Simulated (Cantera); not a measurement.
Feed: 1 mol PbO, 14 mol H2, equilibrated at 14.0 Pa.

Cantera equilibrium calculation (NASA polynomials, part measured and part estimated; ideal gas, pure solids and liquids). Candidate condensed phases: H2O, Pb, PbO, PbO2, Pb3O4; 12 gas species. Equilibrium is a limit: real reactors are often held back by kinetics, nucleation or transport.

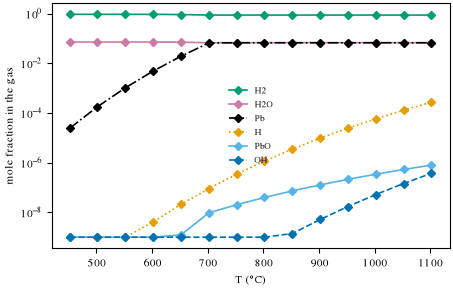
Fig. 1. Equilibrium gas composition (values under 1e-9 drawn at 1e-9)

From 452 °C to 702 °C the condensed part is Pb(l). From 752 °C to 1102 °C nothing is condensed. The main Pb-bearing gas is Pb throughout.
